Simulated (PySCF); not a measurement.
# F₂H₃SSi₂ (doublet): what the fields show

```yaml
atoms:
  - { symbol: F, position_ang: [1.5753, 1.3136, -0.8527] }
  - { symbol: Si, position_ang: [1.7000, 0.5847, 0.5928] }
  - { symbol: S, position_ang: [0.4791, -1.1897, 0.4773] }
  - { symbol: Si, position_ang: [-1.3930, -0.3958, -0.1934] }
  - { symbol: F, position_ang: [-1.8494, 0.7255, 0.8632] }
  - { symbol: H, position_ang: [3.0807, 0.1563, 0.6424] }
  - { symbol: H, position_ang: [-1.2563, 0.3072, -1.4493] }
  - { symbol: H, position_ang: [-2.3272, -1.4924, -0.1051] }
```

Geometry: GFN2-xTB.

Method: UKS B3LYP, pcH-1 on F H S Si, non-relativistic, mean-field spin-orbit, GIAO in PySCF.

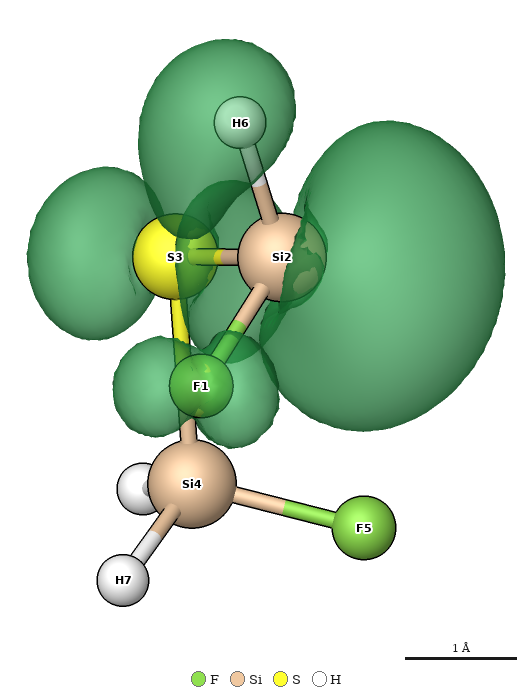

Figure 1. Isosurface of the spin density at +0.015 e/Å³ (green), seen at an oblique angle.

Where is the unpaired spin?

The unpaired spin (1 electron) lies mostly on Si2 (about 0.7), S3 (about 0.1) and H6 (about 0.1), in electrons by Hirshfeld's partition.

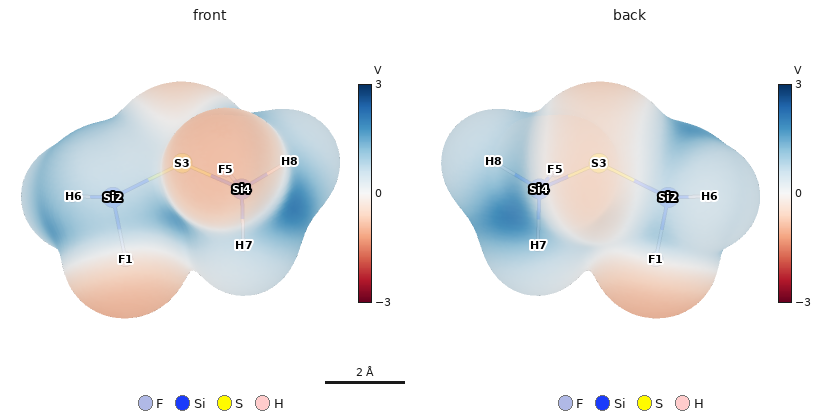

Figure 2. The electrostatic potential painted on the density surface at 0.002 e/bohr³, seen from the front and from behind; red is negative and blue positive.

Where is the surface potential most negative and most positive?

The most negative region (about −0.9 V) lies over F1 and F5, the most positive (about +2.0 V) over Si4.

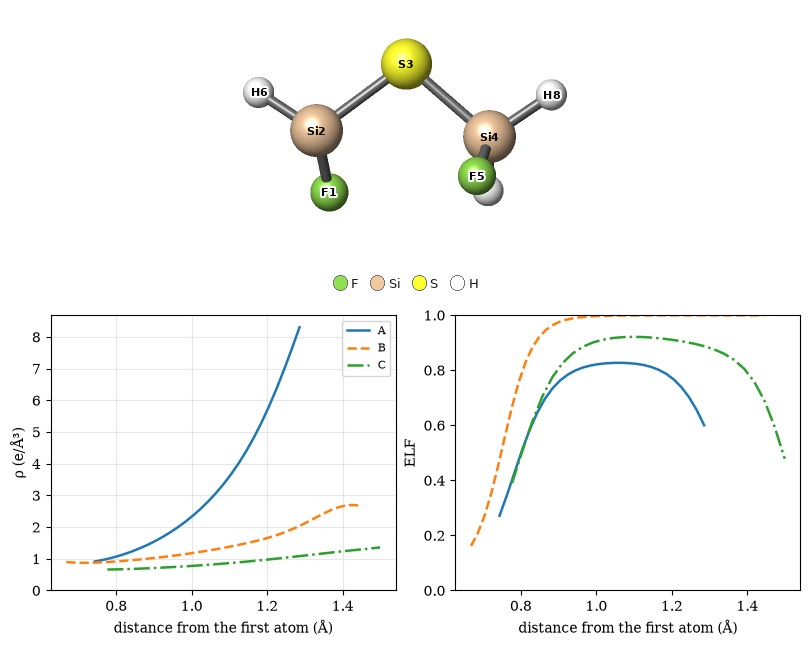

Figure 3. Electron density and ELF along straight lines between neighbouring atoms. The curves leave out the atomic cores. The structure is drawn too.

Which curve belongs to which contact (Si–F, Si–H and Si–S)? The first atom named is at distance zero.

Curve A: Si–F (1.61 Å): ρ is about 1.1 e/Å³ halfway; the ELF peaks at about 0.85 in the valence shell of F, 0.5 Å from its nucleus, and is about 0.50 at the midpoint. Curve B: Si–H (1.44 Å): the density is about 0.87 e/Å³ at the midpoint; the ELF climbs to about 1 towards the hydrogen, as it does in any bond to H. Curve C: Si–S (2.14 Å): ρ is about 0.84 e/Å³ halfway; the ELF peaks at about 0.90 between the atoms, as expected for localised, covalent bonding.
